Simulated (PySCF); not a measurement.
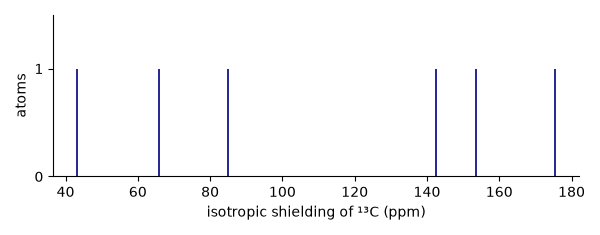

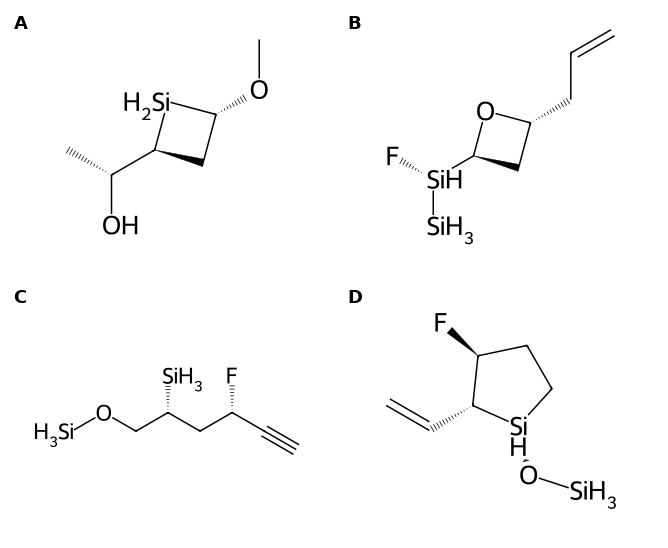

The sticks are computed shieldings of one of the molecules, for one fixed geometry (GFN2-xTB) without averaging over rotations. Low shielding means a high chemical shift. Method: GIAO PBE0/pcSseg-1 NMR shielding, non-relativistic, gas phase (PySCF 2.14.0).

### Which molecule gives this pattern?

D, `C=C[C@@H]1[C@@H](F)CC[Si@@H]1O[SiH3]`. Its 6 C atoms give lines at 43.2, 65.8, 85.1, 142.6, 153.6, 175.4 ppm.

The geometry is semi-empirical. Around Si such bond lengths and angles can be off by a tenth of an ångström or more and by several degrees, and values that hang on the shape move with them.
